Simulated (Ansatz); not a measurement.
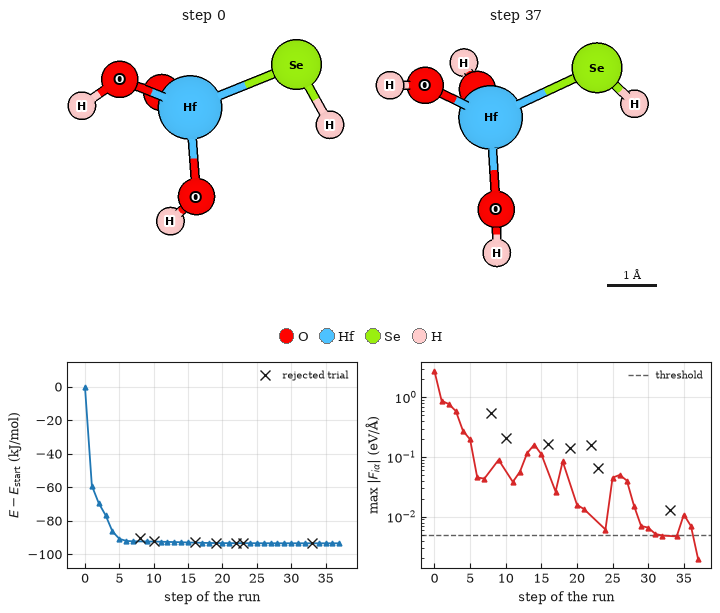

First and last geometry of a relaxation of HfH4SeO3, with the history of the run. A ball-and-stick model, seen from a free direction.

The start comes from GFN2-xTB.

Computed with Ansatz, RKS PBE0-D4/def2-TZVP. Set-up: force threshold 0.005 eV/Å; at most 150 steps.

What do the curves and the structures tell?

It converged. Over 30 accepted moves (37 points after the start) the energy falls by 93.4 kJ/mol. The largest force component goes from 2.7 to 0.002 eV/Å. The line search rejected the trial steps at points 8, 10, 16, 19, 22, 23, 33 of the run. The forces were under the threshold at step 32, but the run went on from there. The largest move after the best rigid fit is that of an H atom, 1.06 Å. By element the largest moves are H 1.06 Å, Se 0.44 Å, O 0.38 Å, Hf 0.32 Å. Near-neighbour distances that change, for instance: Hf–Se 2.458 → 2.617 Å, Hf–O 1.863 → 1.919 Å, H–Se 1.436 → 1.472 Å, H–O 0.962 → 0.952 Å. Bond angles that change, for instance: Hf–O–H 116.4° → 161.1°, Hf–O–H 117.0° → 158.5°, Hf–O–H 120.0° → 159.7°. Groups turn about Hf–Se by about 45°.
